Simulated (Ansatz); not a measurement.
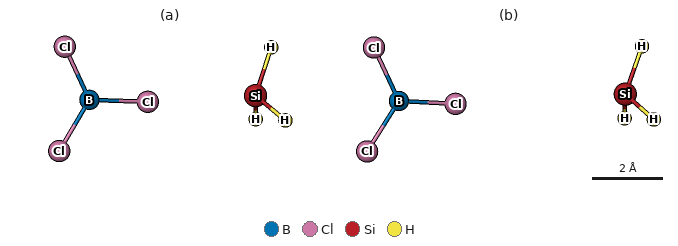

The structure of BSiH3Cl3 (multiplicity 2) before (left) and after (right) a relaxation, at one scale.

The picture is a ball-and-stick view, seen at a tilt.

The run prepares an end point of a later path (reaction) calculation, from a guessed geometry.

These are results of UHF/6-31G* in Ansatz, not measurements. (collinear spin; force threshold 0.03 eV/Å; at most 50 steps)

Q: Describe what moved and what it gained.

A: The largest moves after the best rigid fit, 0.99 Å, are those of Cl and H atoms. By element the largest moves are Cl 0.99 Å, H 0.99 Å, Si 0.96 Å, B 0.92 Å. Some distances before and after: B–Cl 1.815 → 1.745 Å, B–Cl 1.738 → 1.745 Å. Over 15 accepted moves (21 points after the start) the energy falls by 5.22 kcal/mol. The largest force component goes from 1.8 to 0.022 eV/Å. The line search rejected the trial steps at points 3, 6, 10, 12, 18, 19 of the run. The forces were under the threshold at step 11, but the run went on from there.

Limits of the set-up: the start holds two separate molecules, 3.3 Å apart at their closest, whose relative position is a soft coordinate and is computed without a dispersion correction; Hartree-Fock leaves out electron correlation.
